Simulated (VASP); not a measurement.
Band structure of ZrAl (space group Cmcm). Calculation: PBEsol GGA, VASP's PBE PAW potentials (set 64) (plane waves; VASP).

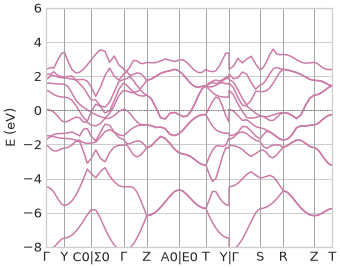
Figure. Bands along high-symmetry lines, zero at the valence-band maximum or, without a gap, the Fermi level

Read the plot: is there a gap, and where are the band edges?

It has no gap at this level: it comes out as a metal or semimetal. (Edges off the drawn lines would not show.)

The structure comes from a computed database's ZrAl entry (Cmcm); how it stands against other phases isn't given here. It was relaxed first.
